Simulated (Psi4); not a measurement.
# Si2H5 (SMILES [SiH2][SiH3]) at UM06-L/def2-SVPD

Aim: the energy change on altering one bond length of Si2H5 at UM06-L/def2-SVPD, from 2 runs. 

The calculation is run with Psi4 1.11.

1 further run of the same task is left out (set aside as unsound or not needed).

## Step 1: The molecule

The species is Si2H5 (7 atoms), meant as a doublet with charge 0. SMILES: `[SiH2][SiH3]`. Geometry: relaxed at PBE0-D4/def2-TZVP.

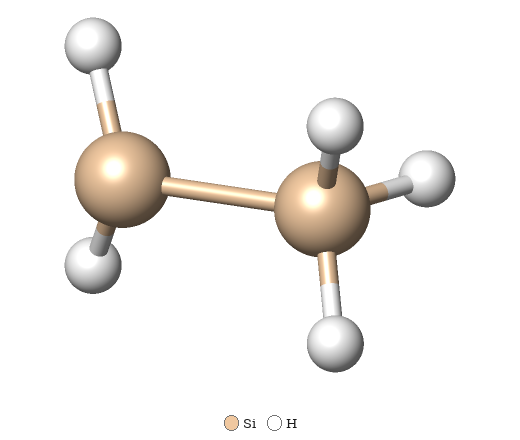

Viewed from a chosen angle; silicon light orange, hydrogen white.

## Step 2: Energy and gradient at UM06-L/def2-SVPD

run.py reads:

```python
import psi4

psi4.set_memory(1600000000)
psi4.set_num_threads(1)
psi4.set_output_file('output.dat', False)

m = psi4.geometry("""
0 2
Si    -0.209600    -1.361200    -0.191100
Si     0.357900     0.889200    -0.062000
H     -0.002600    -2.123900     1.070300
H     -1.573600    -1.624600    -0.725600
H      0.210000     1.502800    -1.408000
H     -0.495800     1.643100     0.898600
H      1.774900     1.006800     0.372200
symmetry c1
no_reorient
no_com
""")

options = {'basis': 'def2-SVPD', 'reference': 'uks', 'puream': True, 'e_convergence': 1e-09, 'd_convergence': 1e-08, 'scf_type': 'pk', 'dft_radial_points': 99, 'dft_spherical_points': 590, 'maxiter': 200}
psi4.set_options(options)

result, w = psi4.gradient("m06-l", return_wfn=True)
print('gradient / Eh bohr^-1')
print(result.np.round(6))
print(f'energy = {w.energy():.10f} Eh')
```

Launch:

```sh
$ python run.py
```

output.dat:

```text
[...]
  Running in c1 symmetry.
[...]
  Nuclear repulsion =   82.797384022765954
[...]
  Multiplicity = 2
[...]
  Nalpha       = 17
  Nbeta        = 16
[...]
    Number of basis functions: 88
[...]
   @UKS iter   1:  -581.70058079132218   -3.91535e-01   2.77601e-03 ADIIS/DIIS
[...]
   @UKS iter  12:  -581.74771509099969   -1.25056e-12   3.11620e-09 DIIS
[...]
   @S^2 Observed:                7.548204373E-01
[...]
    Orbital Energies [Eh]
    ---------------------
    Alpha Occupied:
       1A    -65.814696     2A    -65.813813     3A     -5.253027
       4A     -5.251631     5A     -3.567422     6A     -3.562774
       7A     -3.562460     8A     -3.562147     9A     -3.561790
      10A     -3.561722    11A     -0.534495    12A     -0.468159
      13A     -0.341961    14A     -0.330709    15A     -0.318042
      16A     -0.289181    17A     -0.193403
    Alpha Virtual:
      18A     -0.006702    19A      0.007188    20A      0.014109
      21A      0.024210    22A      0.043863    23A      0.044724
      24A      0.068282    25A      0.087507    26A      0.119056
[...]
  @UKS Final Energy:  -581.74771509099969
   => Energetics <=
    Nuclear Repulsion Energy =             82.7973840227659537
    One-Electron Energy =                -969.7630291079663039
    Two-Electron Energy =                 348.8685278648570147
    DFT Exchange-Correlation Energy =     -43.6505978706564264
    Empirical Dispersion Energy =           0.0000000000000000
    VV10 Nonlocal Energy =                  0.0000000000000000
    Total Energy =                       -581.7477150909996908
[...]
 Multipole Moments:
 ------------------------------------------------------------------------------------
     Multipole            Electronic (a.u.)      Nuclear  (a.u.)        Total (a.u.)
 ------------------------------------------------------------------------------------
 L = 1.  Multiply by 2.5417464519 to convert [e a0] to [Debye]
 Dipole X            :         -3.7665817            3.7588542           -0.0077274
 Dipole Y            :         11.7624653          -11.7234829            0.0389824
 Dipole Z            :          6.3216642           -6.3039374            0.0177268
 Magnitude           :                                                    0.0435152
[...]
  -Total Gradient:
     Atom            X                  Y                   Z
    ------   -----------------  -----------------  -----------------
       1       -0.001318574745    -0.001462314555     0.000720069193
       2        0.000406511181     0.002340309967     0.000289632070
       3        0.000065977217     0.000550454308    -0.000989249884
       4        0.001110635191     0.000219816184     0.000189292396
       5        0.000079509542    -0.000668082711     0.000994507158
       6        0.000728098674    -0.000753172343    -0.000848082034
       7       -0.001088795372    -0.000278921970    -0.000353527741
[...]
```

The script printed:

```text
gradient / Eh bohr^-1
[[-1.319e-03 -1.462e-03  7.200e-04]
 [ 4.070e-04  2.340e-03  2.900e-04]
 [ 6.600e-05  5.500e-04 -9.890e-04]
 [ 1.111e-03  2.200e-04  1.890e-04]
 [ 8.000e-05 -6.680e-04  9.950e-04]
 [ 7.280e-04 -7.530e-04 -8.480e-04]
 [-1.089e-03 -2.790e-04 -3.540e-04]]
energy = -581.7477150910 Eh
```

Run time: 37 s. Hardware: 1 thread of Intel Xeon 6975P-C (Granite Rapids), shared host; peak memory 0.9 GiB.

## Step 3: The distorted shape

input.dat reads:

```
memory 1600 MB

molecule system {
  0 2
  Si    -0.634702    -1.396480    -0.321361
  Si    -0.067202     0.853920    -0.192261
  H     -0.427702    -2.159180     0.940039
  H     -1.998702    -1.659880    -0.855861
  H     -0.215102     1.467520    -1.538261
  H     -0.920902     1.607820     0.768339
  H      1.774900     1.006800     0.372200
  symmetry c1
}

set globals {
  basis                def2-SVPD
  reference            uks
  puream               true
  e_convergence        1e-09
  d_convergence        1e-08
  scf_type             pk
  dft_radial_points    99
  dft_spherical_points 590
  maxiter              200
}

gradient('m06-l')
```

Launch:

```sh
$ psi4 -n 1 input.dat output.dat
```

output.dat (excerpt; [...] marks lines left out):

```text
[...]
  Running in c1 symmetry.
[...]
  Nuclear repulsion =   81.344598603139460
[...]
  Multiplicity = 2
[...]
  Nalpha       = 17
  Nbeta        = 16
[...]
    Number of basis functions: 88
[...]
   @UKS iter   1:  -581.66344598706098   -4.40490e-01   2.72477e-03 DIIS/ADIIS
[...]
   @UKS iter  13:  -581.71072808206509   -3.06954e-12   5.95676e-09 DIIS
[...]
   @S^2 Observed:                7.548895135E-01
[...]
  @UKS Final Energy:  -581.71072808206509
   => Energetics <=
    Nuclear Repulsion Energy =             81.3445986031394597
    One-Electron Energy =                -966.6172804662280669
    Two-Electron Energy =                 347.1233305576151338
    DFT Exchange-Correlation Energy =     -43.5613767765917643
    Empirical Dispersion Energy =           0.0000000000000000
    VV10 Nonlocal Energy =                  0.0000000000000000
    Total Energy =                       -581.7107280820650885
[...]
 Multipole Moments:
 ------------------------------------------------------------------------------------
     Multipole            Electronic (a.u.)      Nuclear  (a.u.)        Total (a.u.)
 ------------------------------------------------------------------------------------
 L = 1.  Multiply by 2.5417464519 to convert [e a0] to [Debye]
 Dipole X            :         -0.2252224           -0.0281403           -0.2533627
 Dipole Y            :         -1.4260663            1.3916144           -0.0344519
 Dipole Z            :         -0.8913320            0.8339572           -0.0573747
 Magnitude           :                                                    0.2620524
[...]
  -Total Gradient:
     Atom            X                  Y                   Z
    ------   -----------------  -----------------  -----------------
       1       -0.003626176285    -0.000968935476    -0.000523117043
       2       -0.055394233235    -0.000951066389    -0.016925576756
       3       -0.000009611615     0.000144279317    -0.000649723348
       4        0.001252909591    -0.000580634135     0.000499393605
       5       -0.002186107335    -0.001177843925     0.000086857863
       6       -0.002015033796    -0.001246386925    -0.001446146760
       7        0.061899258805     0.004708808082     0.018908622442
[...]
```

Run time: 44 s. Hardware: 1 thread of Intel Xeon 6975P-C (Granite Rapids), shared host; peak memory 0.89 GiB.

## Step 4: Results

At UM06-L/def2-SVPD:

| quantity | value |
| --- | --- |
| first shape: total energy | -581.74772 Eh |
| first shape: dipole moment | 0.11 D |
| first shape: HOMO energy (highest over α and β) | -5.26 eV |
| first shape: LUMO energy (lowest over α and β) | -3.44 eV |
| first shape: ⟨S²⟩ | 0.755 |
| first shape: largest force on an atom | 0.123 eV/Å |
| distorted shape: total energy | -581.71073 Eh |
| distorted shape: dipole moment | 0.67 D |
| distorted shape: HOMO energy (highest over α and β) | -5.37 eV |
| distorted shape: LUMO energy (lowest over α and β) | -3.54 eV |
| distorted shape: ⟨S²⟩ | 0.755 |
| distorted shape: largest force on an atom | 3.337 eV/Å |
| energy change with the Si2–H7 bond stretched from 1.487 to 1.933 Å | 1.006 eV |

In words: With the Si2–H7 bond stretched from 1.487 to 1.933 Å the energy rises by 1.01 eV (23 kcal/mol). The first shape isn't relaxed at this level, so the change isn't measured from a minimum.
